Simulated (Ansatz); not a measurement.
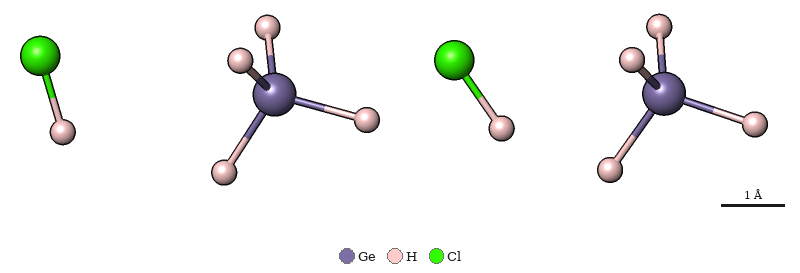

Two geometries of GeH$_{5}$Cl, drawn at one scale. One is the start of a relaxation, the other its converged end. Style: ball-and-stick. Shown at a tilt.

Method: RKS PBE0/def2-SVP (Ansatz 0.2.0). (no spin polarisation; force threshold 0.03 eV/Å; at most 50 steps)

**Which one is relaxed?**

The left one is the relaxed one. The run prepares an end point of a later path (reaction) calculation, from a guessed geometry. An H atom moves most after the best rigid fit: 0.64 Å. By element the largest moves are H 0.64 Å, Cl 0.24 Å, Ge 0.17 Å. Some distances before and after: Cl–Ge 3.427 → 3.831 Å, Cl–H 1.331 → 1.286 Å, Ge–H 1.549 → 1.540 Å. After 10 accepted moves (13 points after the start) the energy has fallen by 7.64 kJ/mol. The largest force component goes from 1.1 to 0.0095 eV/Å. The line search rejected the trial steps at points 3, 7, 10 of the run. The forces were under the threshold at step 5, but the run went on from there. The run took 31 s on 1 thread of Arm Neoverse V1, on a shared host, peak memory 0.15 GiB.
